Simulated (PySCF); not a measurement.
**Chlorothioborine (BSCl): NMR shifts, electronic excitations and K edges in gas and solvents**

Aim: compute the NMR shifts, electronic excitations and K edges of Chlorothioborine (BSCl) (`S=BCl`), and see what a dielectric continuum does where one was used.

Programs: PySCF 2.14.0, with density-fitted response routines of our own. Each step states its level of theory. These are calculated values for one molecule, in the gas phase or a continuum, unless marked as measured. Atoms are numbered from 0 throughout.

**1. Starting geometry**

3 atoms, charge 0, multiplicity 1; geometry from: GFN2-xTB.

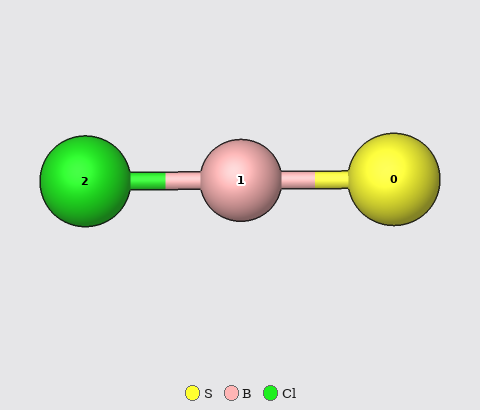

As it starts; sulfur yellow, boron pink, chlorine green, atoms numbered.

**2. Optimising the geometry at PBE0-D3(BJ)/def2-SVP**

The job: settings as JSON, then the geometry in Å.

```
{"job": {"xc": "PBE0", "basis": "def2-SVP", "d3": "d3bj", "grid": 1, "kind": "geom"}, "charge": 0, "multiplicity": 1}
S     -1.614829     0.161335    -0.006256
B     -0.005233     0.102995    -0.004196
Cl     1.631544     0.043537    -0.002102
```

The run is started by

```
> OMP_NUM_THREADS=1 python probes_run.py task.json out
```

This one command runs all jobs of the session in turn.

What it wrote:

```text
step   0  E = -882.69089502  max force = 0.032747
step   1  E = -882.69219011  max force = 0.012052
step   2  E = -882.69234552  max force = 0.003874
step   3  E = -882.69236587  max force = 0.000178
step   4  E = -882.69236604  max force = 0.000050
optimisation converged
```

Run time: 9.8 s. Hardware: 1 thread, shared host.

Relaxation path:

```tsv
step	energy from step 0 (eV)	largest force component (eV/Å)
0	0.0000	1.6839
1	-0.0352	0.6197
2	-0.0395	0.1992
3	-0.0400	0.0092
4	-0.0400	0.0026
```

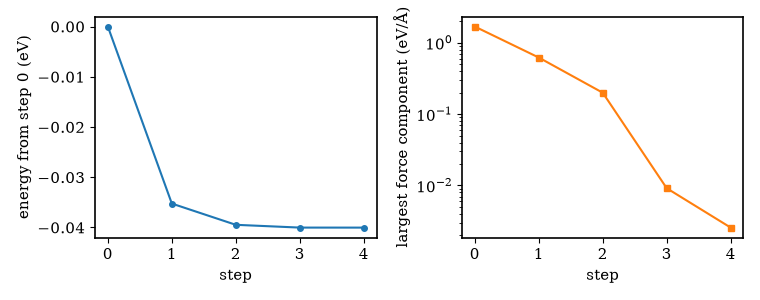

Energy and largest force along the relaxation.

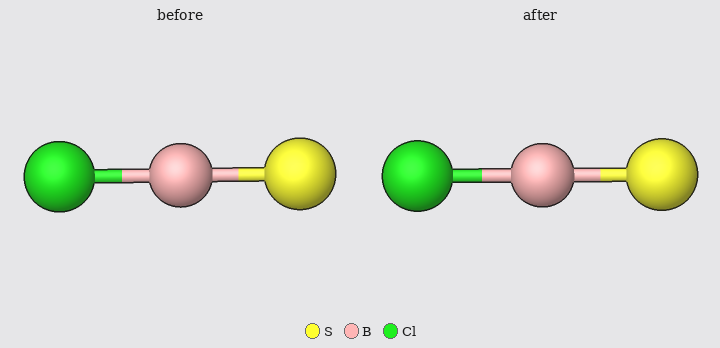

The geometry before (left) and after (right).

Distances of close pairs at the start and the end, largest changes first:

```tsv
bond	before (Å)	after (Å)	change (Å)
B1–Cl2	1.638	1.687	+0.049
S0–B1	1.611	1.613	+0.002
```

The final coordinates are the input of the step that follows.

```tsv
at the end point	value
point group (found at 0.08 Å tolerance)	C∞v
rotational constants (GHz, main isotopes)	2.777, 2.777
dipole moment (D)	1.69
```

**3. Shielding tensors: PBE0/pcSseg-1 in dichloromethane**

The job: settings as JSON, then the geometry in Å.

```
{"job": {"kind": "nmr", "xc": "PBE0", "basis": "pcSseg-1", "solvent": "dichloromethane", "pop": true}, "charge": 0, "multiplicity": 1}
S     -1.692517     0.182782    -0.113902
B     -0.081187     0.114714    -0.111285
Cl     1.604489     0.043819    -0.108561
```

Method: GIAO PBE0/pcSseg-1 NMR shielding, non-relativistic, IEF-PCM dichloromethane.

What it wrote:

```text
coarse grid: 4336 points
cycle   1  E = -882.8958984245  dE =  3.551e-01  |g| = 2.527e-01  |ddm| = 1.808e+00
cycle   2  E = -882.8594233965  dE =  3.648e-02  |g| = 4.399e-01  |ddm| = 6.474e-01
cycle   3  E = -882.9178286254  dE = -5.841e-02  |g| = 3.030e-02  |ddm| = 4.046e-01
cycle   4  E = -882.9180727656  dE = -2.441e-04  |g| = 1.078e-02  |ddm| = 3.969e-02
cycle   5  E = -882.9181068536  dE = -3.409e-05  |g| = 1.333e-03  |ddm| = 1.068e-02
cycle   6  E = -882.9181071218  dE = -2.681e-07  |g| = 8.622e-04  |ddm| = 2.172e-03
final grid: 34704 points
cycle   7  E = -882.9350371359  dE = -5.530e-06  |g| = 5.463e-03  |ddm| = 1.498e-02
cycle   8  E = -882.9350223632  dE =  1.477e-05  |g| = 8.653e-03  |ddm| = 1.279e-02
cycle   9  E = -882.9350451550  dE = -2.279e-05  |g| = 5.044e-04  |ddm| = 8.325e-03
cycle  10  E = -882.9350452088  dE = -5.378e-08  |g| = 1.280e-04  |ddm| = 4.405e-04
cycle  11  E = -882.9350452134  dE = -4.600e-09  |g| = 1.229e-05  |ddm| = 1.353e-04
cycle  12  E = -882.9350452134  dE = -4.309e-11  |g| = 3.418e-06  |ddm| = 1.583e-05
converged SCF energy = -882.9350452134

GIAO shielding tensors (ppm)
atom      isotropic    diamagn.    paramagn.     s11        s22        s33       span
  0 S      621.676    1059.131    -437.455    401.922    401.927   1061.180    659.259
  1 B       60.114     202.127    -142.013    -23.684    -23.684    227.709    251.393
  2 Cl     845.109    1147.526    -302.417    691.536    691.543   1152.250    460.714
```

Run time: 8.1 s. Hardware: 1 thread, shared host.

The references, computed at this level on geometries of the same kind, shield at (ppm): ¹¹B BF3·OEt2 101.3, ³³S CS2 495. Their shielding less the atom's gives the shift. The references are single molecules in the same continuum.

```tsv
atoms	environment	σ (ppm)	δ (ppm)
S0	sulfur bonded to B	622	-126
B1	boron bonded to Cl, S	60.1	41.2
Cl2	chlorine bonded to B	845	–
```

The run also stored atomic charges by several schemes (e):

```tsv
atoms	Mulliken	IAO	Hirshfeld	ESP fit
S0	-0.26	-0.07	-0.19	-0.18
B1	0.35	-0.02	0.14	0.09
Cl2	-0.09	0.08	0.05	0.10
```

Mulliken charges:

```tsv
atom	value (e)
S0	-0.26
B1	0.35
Cl2	-0.09
```

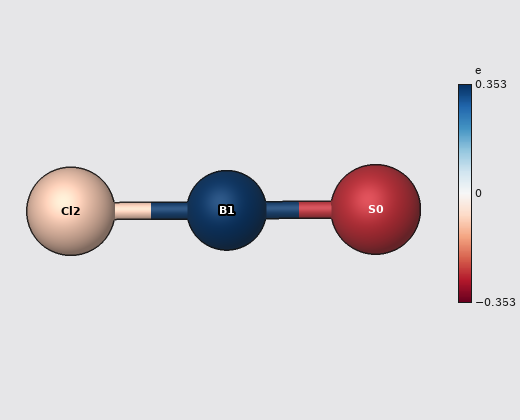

Mulliken charges, as colours on the atoms.

Mayer bond orders: S0–B1 2.23, B1–Cl2 1.22.

**4. Shielding tensors: PBE0/pcSseg-1 in dimethylsulfoxide**

The job: settings as JSON, then the geometry in Å.

```
{"job": {"kind": "nmr", "xc": "PBE0", "basis": "pcSseg-1", "solvent": "dimethylsulfoxide", "pop": false}, "charge": 0, "multiplicity": 1}
S     -1.692517     0.182782    -0.113902
B     -0.081187     0.114714    -0.111285
Cl     1.604489     0.043819    -0.108561
```

With the program's defaults for keys left out, this is: GIAO PBE0/pcSseg-1 NMR shielding, non-relativistic, IEF-PCM dimethylsulfoxide.

What it wrote:

```text
coarse grid: 4336 points
cycle   1  E = -882.8967645536  dE =  3.542e-01  |g| = 2.503e-01  |ddm| = 1.808e+00
cycle   2  E = -882.8646345662  dE =  3.213e-02  |g| = 4.221e-01  |ddm| = 6.299e-01
cycle   3  E = -882.9181097698  dE = -5.348e-02  |g| = 2.991e-02  |ddm| = 3.891e-01
cycle   4  E = -882.9183492347  dE = -2.395e-04  |g| = 1.033e-02  |ddm| = 3.836e-02
cycle   5  E = -882.9183805964  dE = -3.136e-05  |g| = 1.426e-03  |ddm| = 1.038e-02
cycle   6  E = -882.9183809294  dE = -3.330e-07  |g| = 8.764e-04  |ddm| = 2.259e-03
final grid: 34704 points
cycle   7  E = -882.9353126103  dE = -5.799e-06  |g| = 5.362e-03  |ddm| = 1.493e-02
cycle   8  E = -882.9352995045  dE =  1.311e-05  |g| = 8.296e-03  |ddm| = 1.239e-02
cycle   9  E = -882.9353203030  dE = -2.080e-05  |g| = 4.888e-04  |ddm| = 7.969e-03
cycle  10  E = -882.9353203523  dE = -4.931e-08  |g| = 1.277e-04  |ddm| = 4.311e-04
cycle  11  E = -882.9353203569  dE = -4.568e-09  |g| = 1.187e-05  |ddm| = 1.338e-04
cycle  12  E = -882.9353203569  dE = -4.093e-11  |g| = 3.342e-06  |ddm| = 1.544e-05
converged SCF energy = -882.9353203569

GIAO shielding tensors (ppm)
atom      isotropic    diamagn.    paramagn.     s11        s22        s33       span
  0 S      624.542    1059.186    -434.645    406.196    406.199   1061.231    655.035
  1 B       59.846     202.082    -142.236    -24.067    -24.067    227.671    251.738
  2 Cl     843.029    1147.494    -304.465    688.431    688.436   1152.220    463.789
```

Run time: 4.2 s. Hardware: 1 thread, shared host.

Key values: σ S0 625, B1 59.8, Cl2 843 ppm.

**5. TDDFT and polarisability: B3LYP/def2-SVPD**

The job: settings as JSON, then the geometry in Å.

```
{"job": {"kind": "uv", "xc": "B3LYP", "basis": "def2-SVPD", "dynamic": true, "nstates": 6, "ntriplets": 0}, "charge": 0, "multiplicity": 1}
S     -1.692517     0.182782    -0.113902
B     -0.081187     0.114714    -0.111285
Cl     1.604489     0.043819    -0.108561
```

Method: TDDFT B3LYP/def2-SVPD, vertical, gas phase, core orbitals frozen in the response.

What it wrote:

```text
coarse grid: 4336 points
cycle   1  E = -882.9470294511  dE =  3.342e-01  |g| = 2.657e-01  |ddm| = 2.458e+00
cycle   2  E = -882.8514778030  dE =  9.555e-02  |g| = 6.078e-01  |ddm| = 9.957e-01
cycle   3  E = -882.9718130779  dE = -1.203e-01  |g| = 5.054e-02  |ddm| = 7.018e-01
cycle   4  E = -882.9726191101  dE = -8.060e-04  |g| = 1.585e-02  |ddm| = 8.592e-02
cycle   5  E = -882.9726989730  dE = -7.986e-05  |g| = 4.153e-03  |ddm| = 1.980e-02
cycle   6  E = -882.9727045753  dE = -5.602e-06  |g| = 4.328e-04  |ddm| = 5.852e-03
final grid: 34704 points
cycle   7  E = -883.0576102985  dE = -4.229e-06  |g| = 1.096e-03  |ddm| = 1.872e-02
cycle   8  E = -883.0576102021  dE =  9.644e-08  |g| = 1.180e-03  |ddm| = 2.996e-03
cycle   9  E = -883.0576105695  dE = -3.674e-07  |g| = 1.992e-04  |ddm| = 1.603e-03
cycle  10  E = -883.0576105800  dE = -1.053e-08  |g| = 8.332e-05  |ddm| = 3.011e-04
cycle  11  E = -883.0576105822  dE = -2.212e-09  |g| = 2.690e-05  |ddm| = 1.337e-04
cycle  12  E = -883.0576105825  dE = -2.426e-10  |g| = 1.834e-06  |ddm| = 3.691e-05
converged SCF energy = -883.0576105825

Static polarisability (au): isotropic 48.770, principal 37.135 37.135 72.041

Singlet excitations
state   eV       nm        f      main configurations
  1   5.2737    235.1   0.00000   H->L+1 0.49, H-1->L 0.49
  2   5.4467    227.6   0.00000   H-1->L 0.50, H->L+1 0.50
  3   5.4467    227.6   0.00000   H-1->L+1 0.50, H->L 0.50
  4   6.5265    190.0   0.02799   H-1->L+2 0.98
  5   6.5265    190.0   0.02799   H->L+2 0.98
  6   7.6642    161.8   0.73608   H->L 0.39, H-1->L+1 0.39
```

Wall time 8.5 s (1 thread, shared host).

Frontier orbitals and where they lie:

```tsv
orbital	eV	atoms
HOMO−3	-11.06	Cl2 78 %, B1 17 %, S0 5 %
HOMO−2	-10.84	S0 73 %, B1 21 %, Cl2 6 %
HOMO−1	-8.07	S0 65 %, B1 25 %, Cl2 10 %
HOMO	-8.07	S0 65 %, B1 25 %, Cl2 10 %
LUMO	-1.23	B1 42 %, S0 36 %, Cl2 22 %
LUMO+1	-1.23	B1 42 %, S0 36 %, Cl2 22 %
LUMO+2	-0.60	B1 54 %, Cl2 30 %, S0 17 %
```

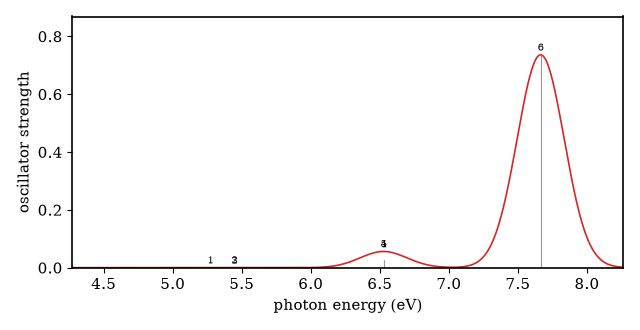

Absorption spectrum from the 6 singlet states computed; above the last one it falls off for lack of states. Lines are broadened to a width of 0.40 eV (Gaussian).

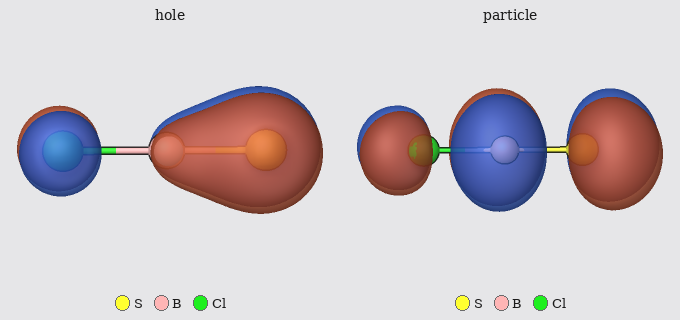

Leading natural transition orbitals of singlet state 6: the electron leaves the hole (left) for the particle orbital (right).

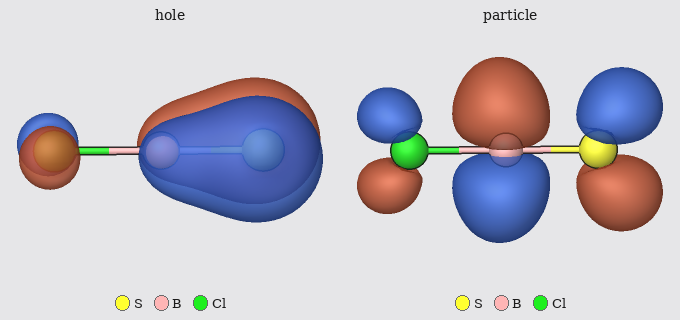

Leading natural transition orbitals of singlet state 1: the electron leaves the hole (left) for the particle orbital (right).

Ground-state properties from the same run:

```tsv
property	computed
dipole moment (D)	1.64
polarisability (Å³)	7.23
HOMO–LUMO gap (eV)	6.84
−ε(HOMO) (eV)	8.07
C6 with itself (au)	806
```

Orbitals, density, ELF and potential are computed afterwards from the orbital file.

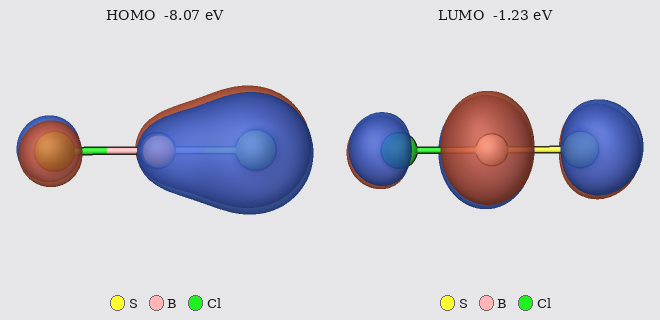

Frontier orbitals at B3LYP/def2-SVPD; each surface holds 70 % of the orbital's density, blue and red mark the sign.

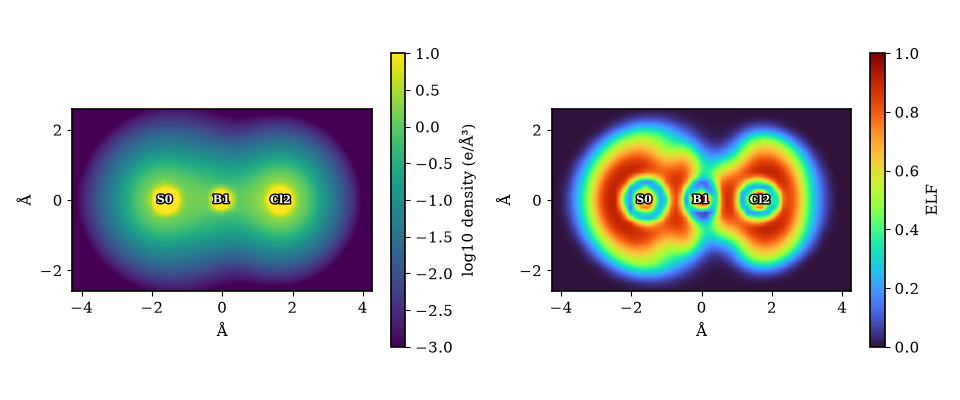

Density (left) and ELF (right) in a plane through or near 3 of the atoms.

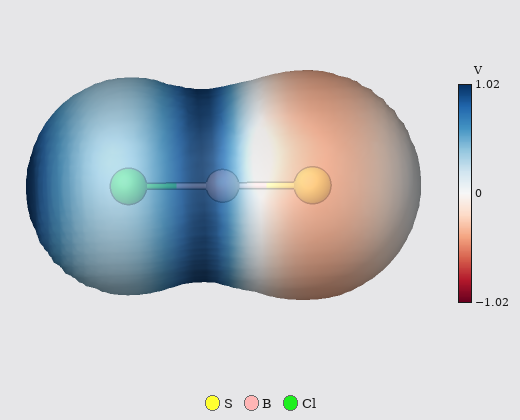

The potential that a unit positive charge feels on the 0.002 e/bohr³ surface, from the 1st to the 99th percentile, from -0.38 V near S0 to 1.02 V near Cl2.

(Part 1 of 2 ends here.)
